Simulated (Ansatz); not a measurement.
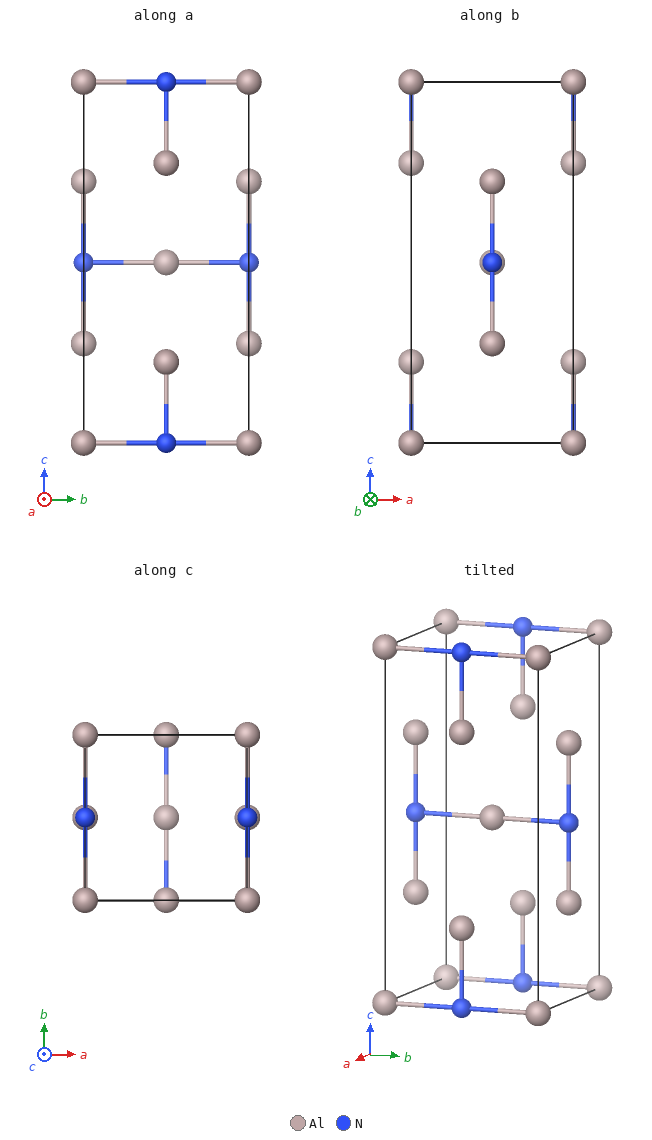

An orthographic ball-and-stick view of the structure, along the a axis, along the b axis, along the c axis and slightly off an axis. Lines trace the edges of the conventional unit cell.

Lattice parameters: a = 3.800 Å, b = 3.871 Å, c = 8.453 Å, α = 90.00°, β = 90.00°, γ = 90.00°.

> From the views, write a table of Wyckoff sites, with free fractional coordinates to two decimals.

Space group Immm (No. 71).
```
atom  site     x     y     z
  Al    4j  0.00  0.50  0.22
  Al    2a  0.00  0.00  0.00
   N    2d  0.00  0.50  0.00
```

The model was built from a random cell made by a generator, so it need not be a real form of the compound. A relaxation with DFT PBE, scalar-relativistic, plane waves, PAW (Ansatz 0.2.0) gave the geometry drawn.
